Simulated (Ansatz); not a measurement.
# One shape, several levels: CH2FO (SMILES [O]CF)

Wanted: a comparison of 6 runs (UHF/STO-3G, U-revPBE/STO-3G, UPBE0/STO-3G, USVWN5/STO-3G, UMP2/STO-3G, UCCSDT(Q)/STO-3G) of CH2FO. 

The results are computed with Ansatz 0.2.0.

56 further runs of the same task are left out: 56 set aside as unsound or not needed.

### Step 1. The structure to begin with

CH2FO: 5 atoms, total charge 0, spin state doublet. As SMILES, `[O]CF`. The H4–C2 distance was set to 2.773 Å, away from the relaxed value. At this shape a bond of the SMILES string is far longer than usual.

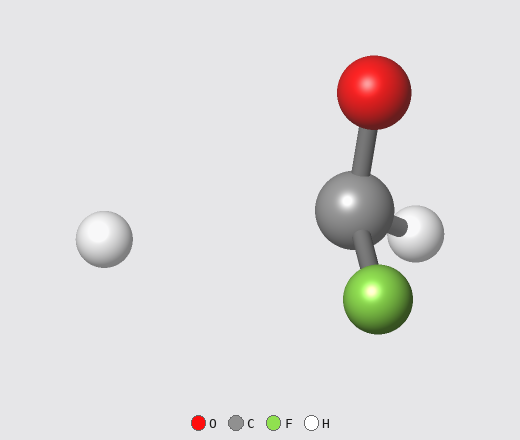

The structure, seen from a chosen angle (oxygen red, carbon grey, fluorine green, hydrogen white).

### Step 2. The energy at UHF/STO-3G (run 1)

Input file molecule.yaml:

```yaml
crystal:
  periodic: [false, false, false]
  atoms:
    - {symbol: O, position_ang: [-0.967746, 1.571489, 1.543327]}
    - {symbol: C, position_ang: [0.145354, 1.356489, 0.900327]}
    - {symbol: F, position_ang: [1.260454, 1.194089, 1.690527]}
    - {symbol: H, position_ang: [-0.112900, -0.924800, -0.655200]}
    - {symbol: H, position_ang: [0.344454, 2.204289, 0.213027]}
basis:
  gaussian:
    orbitals: STO-3G
magnetization:
  spin_polarized: true
  initial_magnetization: 1
hamiltonian:
  xc: hf
accuracy: high
```

Run with:

```bash
$ ansatz run molecule.yaml --threads 1 --pin off --max-ram 2610MiB --events-out events.jsonl --progress --plain --runs-dir runs
```

What it wrote:

```text
Warning: RAYON_NUM_THREADS=1 ignored (pool sized by the plan → 1); use --threads N
Functional definition: HF
  name "HF"
  exchange = exact_x
  correlation = 0
297 factors; integrals over basis functions are off by at most 3.5e-8 eV
mean field evaluation 1: about -5714.2571 eV, gradient 3.0e1 eV
mean field evaluation 2: about -5714.3572 eV, gradient 3.0e1 eV
mean field evaluation 4: about -5720.7396 eV, gradient 2.6e0 eV
mean field evaluation 8: about -5720.8689 eV, gradient 5.9e-1 eV
mean field evaluation 16: about -5721.8658 eV, gradient 2.2e-4 eV
mean field evaluation 32: about -5721.8658 eV, gradient 2.3e-8 eV
mean field evaluation 64: about -5720.7805 eV, gradient 1.1e-1 eV
mean field evaluation 96: about -5720.9603 eV, gradient 1.5e-1 eV
mean field evaluation 128: about -5719.7247 eV, gradient 2.5e0 eV
mean field evaluation 160: about -5710.0818 eV, gradient 1.5e1 eV
mean field evaluation 192: about -5720.8599 eV, gradient 3.3e-7 eV
mean field -5721.86582521 eV, -210.2746906564 hartree, gradient 2.0e-8 eV, S^2 1.418239; 5 other end points of the search recorded, 0 dependent functions left out
reference -5721.86582521 eV, -210.2746906564 hartree; 13, 12 occupied and 4, 5 virtual orbitals, 297 factors
Total energy: -5721.86582521 eV, -210.2746906564 hartree
```

It took 0.22 s on 1 thread of Arm Neoverse V2, shared host.

### Step 3. The energy at U-revPBE/STO-3G (run 2)

Input file run.yaml:

```yaml
crystal:
  periodic: [false, false, false]
  atoms:
    - {symbol: O, position_ang: [-0.967746, 1.571489, 1.543327]}
    - {symbol: C, position_ang: [0.145354, 1.356489, 0.900327]}
    - {symbol: F, position_ang: [1.260454, 1.194089, 1.690527]}
    - {symbol: H, position_ang: [-0.112900, -0.924800, -0.655200]}
    - {symbol: H, position_ang: [0.344454, 2.204289, 0.213027]}
basis:
  gaussian:
    orbitals: STO-3G
total_charge: 0
magnetization:
  spin_polarized: true
  initial_magnetization: 1
hamiltonian:
  xc: {name: revPBE}
accuracy: high
```

Run with:

```bash
$ ansatz run run.yaml --threads 1 --pin off --max-ram 2610MiB --events-out events.jsonl --progress --plain --runs-dir runs
```

What it wrote:

```text
Warning: RAYON_NUM_THREADS=1 ignored (pool sized by the plan → 1); use --threads N
Functional definition: revPBE
  name "revPBE"
  parameter kappa = 1.245
  parameter beta = 0.06672455060314922
  exchange = pbe_x(kappa = kappa, mu = beta*pi^2/3)
  correlation = pbe_c(beta = beta)
297 factors; integrals over basis functions are off by at most 3.5e-8 eV
mean field evaluation 1: about -5742.1250 eV, gradient 1.8e1 eV
mean field evaluation 2: about -5721.7520 eV, gradient 4.7e1 eV
mean field evaluation 4: about -5746.3317 eV, gradient 2.7e0 eV
mean field evaluation 8: about -5746.3206 eV, gradient 1.8e-1 eV
mean field evaluation 16: about -5746.3214 eV, gradient 5.8e-5 eV
mean field -5746.32141036 eV, -211.1734168342 hartree, gradient 9.0e-8 eV, S^2 0.750551; 2 other end points of the search recorded, 0 dependent functions left out
reference -5746.32141242 eV, -211.1734169099 hartree; 13, 12 occupied and 4, 5 virtual orbitals, 297 factors
Total energy: -5746.32141242 eV, -211.1734169099 hartree
```

Run time: 1.5 s. Hardware: 1 thread of Arm Neoverse V2, shared host; peak memory 0.12 GiB.

Run 3 isn't shown in full; the table further down has it.

### Step 4. A single-point energy at USVWN5/STO-3G (run 4)

Input file in.yaml:

```yaml
crystal:
  periodic: [false, false, false]
  atoms:
    - {symbol: O, position_ang: [-0.967746, 1.571489, 1.543327]}
    - {symbol: C, position_ang: [0.145354, 1.356489, 0.900327]}
    - {symbol: F, position_ang: [1.260454, 1.194089, 1.690527]}
    - {symbol: H, position_ang: [-0.112900, -0.924800, -0.655200]}
    - {symbol: H, position_ang: [0.344454, 2.204289, 0.213027]}
basis:
  gaussian: {orbitals: STO-3G}
hamiltonian: {xc: {name: SVWN5}}
magnetization: {spin_polarized: true, initial_magnetization: 1}
accuracy: high
```

Run with:

```bash
$ ansatz run in.yaml --threads 1 --pin off --max-ram 2610MiB --events-out events.jsonl --progress --plain --runs-dir runs
```

What it wrote:

```text
Warning: RAYON_NUM_THREADS=1 ignored (pool sized by the plan → 1); use --threads N
Functional definition: SVWN5
  name "SVWN5"
  exchange = slater_x
  correlation = vwn5_c
297 factors; integrals over basis functions are off by at most 3.5e-8 eV
mean field evaluation 1: about -5701.6139 eV, gradient 2.1e1 eV
mean field evaluation 2: about -5650.6619 eV, gradient 9.6e1 eV
mean field evaluation 4: about -5704.3003 eV, gradient 3.6e0 eV
mean field evaluation 8: about -5704.3177 eV, gradient 8.0e-2 eV
mean field evaluation 16: about -5704.3177 eV, gradient 3.3e-6 eV
mean field -5704.31771597 eV, -209.6298095364 hartree, gradient 2.0e-8 eV, S^2 0.750357; 0 other end points of the search recorded, 0 dependent functions left out
reference -5704.31771742 eV, -209.6298095899 hartree; 13, 12 occupied and 4, 5 virtual orbitals, 297 factors
Total energy: -5704.31771742 eV, -209.6298095899 hartree
```

It took 0.78 s on 1 thread of Arm Neoverse V2, shared host; peak memory 0.1 GiB.

Run 5 isn't shown in full; the table further down has it.

### Step 5. A single-point energy at UCCSDT(Q)/STO-3G (run 6)

Input file run.yaml:

```yaml
crystal:
  periodic: [false, false, false]
  atoms:
    - symbol: O
      position_ang: [-0.967746, 1.571489, 1.543327]
    - symbol: C
      position_ang: [0.145354, 1.356489, 0.900327]
    - symbol: F
      position_ang: [1.260454, 1.194089, 1.690527]
    - symbol: H
      position_ang: [-0.112900, -0.924800, -0.655200]
    - symbol: H
      position_ang: [0.344454, 2.204289, 0.213027]
basis:
  gaussian:
    orbitals: STO-3G
magnetization:
  spin_polarized: true
  initial_magnetization: 1
correlation:
  method: ccsdt_q
  frozen_orbitals: {C: 1, F: 1, H: 0, O: 1}
accuracy: high
scf:
  omitted_lower_state_checks: [cluster_reference, increment]
```

Run with:

```bash
$ ansatz run run.yaml --threads 1 --pin off --max-ram 2610MiB --events-out events.jsonl --progress --plain --runs-dir runs
```

What it wrote:

```text
Warning: RAYON_NUM_THREADS=1 ignored (pool sized by the plan → 1); use --threads N
[... 15 lines left out ...]
3 core orbitals not correlated: weight in the atoms' cores, before any rotation towards them, 1.000 or more for the frozen orbitals, at most 0.000 for the correlated occupied ones
[... 57 lines left out ...]
Total energy: -5726.08102966 eV, -210.4295965629 hartree
Checks for a lower state left out: cluster_reference, increment
```

Wall time 1.9 s (1 thread of Arm Neoverse V2, shared host); peak memory 0.12 GiB.

### Step 6. All runs side by side

| run | level | frozen core orbitals | energy (Eh) | ⟨S²⟩ | wall time |
| --- | --- | --- | --- | --- | --- |
| 1 | UHF/STO-3G | – | -210.274691 | 1.418 | 0.22 s |
| 2 | U-revPBE/STO-3G | – | -211.173417 | 0.751 | 1.5 s |
| 3 | UPBE0/STO-3G | – | -211.012592 | 0.757 | 1.7 s |
| 4 | USVWN5/STO-3G | – | -209.629810 | 0.750 | 0.78 s |
| 5 | UMP2/STO-3G | 3 | -210.359682 | 1.418 | 0.22 s |
| 6 | UCCSDT(Q)/STO-3G | 3 | -210.429597 | 1.418 | 1.9 s |

### Step 7. Outcome

| quantity | value |
| --- | --- |
| run 6: total energy | -210.42960 Eh |
| run 6: correlation energy (3 core orbitals frozen) | -154.9 mEh |
| run 6: ⟨S²⟩ of the reference determinant | 1.418 |
| run 6: T1 diagnostic | 0.080 |

**Reading.** Below the UHF energy at the same shape and in the same basis (STO-3G): UMP2 -85.0 mEh; UCCSDT(Q) -154.9 mEh. Totals of different functionals can't be ranked against each other. In runs 1, 2, 3, 4, 5, 6 the basis is minimal, so the values are rough. Spin contamination of the reference: run 1 ⟨S²⟩ = 1.42, run 5 ⟨S²⟩ = 1.42, run 6 ⟨S²⟩ = 1.42. Where it is this large, the reference is a mixture of spin states, and values that rest on it are in doubt. All runs together took 6.3 s, the longest 1.9 s.
